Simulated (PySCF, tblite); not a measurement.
# C6H6O3− (doublet): geometry, infrared bands and EPR parameters

What infrared bands and EPR parameters should C6H6O3− (doublet) (`COc1occc1[CH][O-]`) show?

The runs use tblite 0.8.0 and PySCF 2.14.0, with density-fitted response routines of our own; the level of theory stands in each step. All values are computed, except where a source is named. Atoms count from 0, in the outputs and in this text.

**1. The starting structure**

15 atoms, charge -1, multiplicity 2; geometry from: force field or distance geometry start.

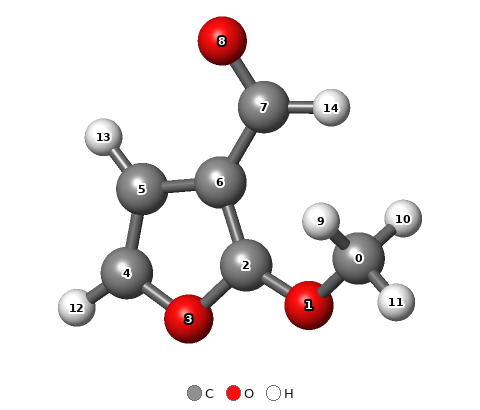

As it starts; carbon grey, oxygen red, hydrogen white, atoms numbered.

**2. Optimising the geometry with GFN2-xTB**

The job: settings as JSON, then the geometry in Å.

```
{"job": {"kind": "relax", "xc": "GFN2-xTB", "basis": "xTB"}, "charge": -1, "multiplicity": 2}
C     -1.942100    -1.108100     0.597000
O     -0.625200    -1.585200     0.540300
C      0.309900    -0.736700     0.108900
O      1.451700    -1.372500    -0.263100
C      2.308700    -0.447300    -0.724500
C      1.735900     0.799500    -0.676800
C      0.438800     0.636800    -0.119000
C     -0.501900     1.668400     0.185500
O     -0.385900     2.755900    -0.418200
H     -2.243000    -0.597000    -0.323500
H     -2.098800    -0.465600     1.470000
H     -2.618300    -1.970800     0.717800
H      3.261600    -0.813000    -1.056500
H      2.190200     1.736000    -0.979800
H     -1.286200     1.507800     0.920100
```

Run with:

```sh
> OMP_NUM_THREADS=1 python probes_run.py task.json out
```

The driver reads the jobs from task.json and runs them one after another.

**Question.** This job is followed by: GFN2-xTB harmonic vibrations, gas phase; UKS B3LYP, pcH-1 on C H O, non-relativistic, mean-field spin-orbit, GIAO. Predict these results of the whole session: strongest single infrared mode (GFN2-xTB); zero-point energy (GFN2-xTB); g(iso) (B3LYP); ⟨S²⟩; largest a(iso) (averaged by class).

**Answer**, as computed:

```
                                 quantity                  value
strongest single infrared mode (GFN2-xTB)  1620 cm⁻¹, 498 km/mol
             zero-point energy (GFN2-xTB)          65.5 kcal/mol
                           g(iso) (B3LYP)                2.00397
                                     ⟨S²⟩     0.768 (exact 0.75)
       largest a(iso) (averaged by class)   13C on C2, 174.6 MHz
```

What this shows: Over 133 steps the energy fell by 0.614 eV; of the close pairs, C2–O3 changed most, 1.359 to 1.419 Å. All 39 modes are real, so the xTB geometry is a minimum. The strongest single mode, at 1620 cm⁻¹, moves mainly C7. GFN2-xTB is a fitted tight-binding method: band positions and strengths are rough. Its intensities can rank the bands wrongly. C2 carries the largest spin population, 0.51 e. The isotropic g lies 1.7 ppt above the free-electron value.
